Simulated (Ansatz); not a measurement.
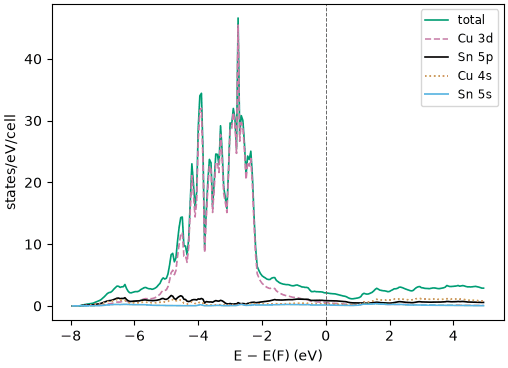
Figure. Total and projected density of states of Cu3Sn in space group Pmmn (No. 59; Cu on 2b, Cu on 4e, Sn on 2a), PBEsol (plane waves, PAW; program Ansatz)

Which orbitals carry the states next to the Fermi level?

Within 0.5 eV of the Fermi level: Sn 5p 41 %, Cu 3d 26 %, Cu 4s 14 %, Sn 5s 7 %, outside the projected shells 13 %. Projections are on Löwdin-orthogonalised atomic valence shells; empty p or d shells of many metals are not among them.

Where is the tallest occupied peak in this window, and what makes it?

Near -2.8 eV, about 47 states/eV per cell; the largest projected share is Cu 3d.

The first step of the workflow began from a Materials Project structure, measured or hypothetical; the Crystallography Open Database files this formula in space group No. 59, but the cells were not matched. Whether it is the stable phase at ambient conditions was not checked. Symmetry was held in the PBEsol relaxation; of distortions, only those at the zone centre were tested. The run is not spin-polarised. Scalar-relativistic: spin–orbit coupling is off unless named, which matters more the heavier the elements.

Potentials: the later of the program's two PAW sets.
